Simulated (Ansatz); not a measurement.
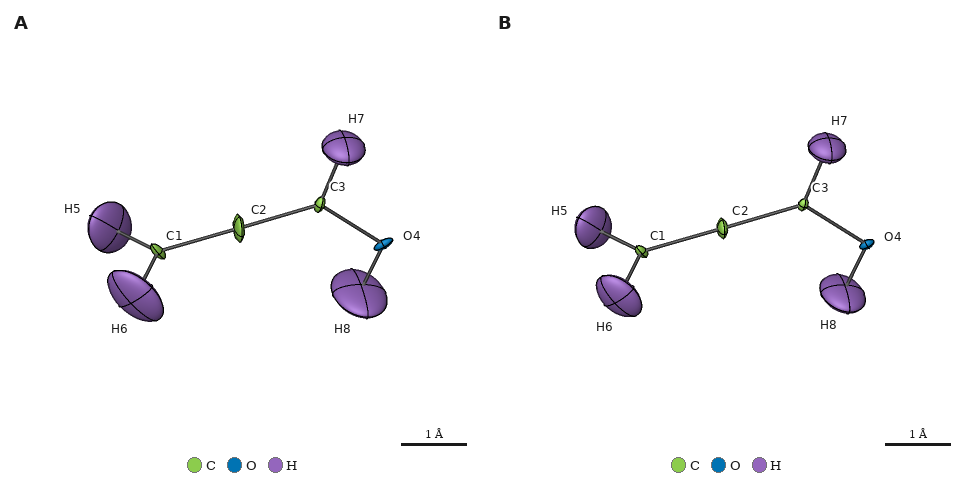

Displacement ellipsoids at the 50 % level, scaled by 1.5, from the internal vibrations of the free molecule (harmonic, no overall translation or rotation; no half-axis is drawn under 0.075 Å). Vibrations computed with RKS PBE0-D4/def2-TZVP (Ansatz 0.2.0). One panel is for 298 K, the other for 600 K.

Which panel is for 600 K?

Answer. A.

How much does the mean-square displacement of C2 grow, and why?

Answer. U_eq goes from 0.0036 to 0.0062 Å², a factor of 1.7. Modes below kT (417 cm⁻¹ at 600 K) grow about in proportion to T, and the lowest lies at 216 cm⁻¹; the mean-square amplitude of a mode is its zero-point value times coth(ħω/2kT), which comes close to 1 only above about 3kT.
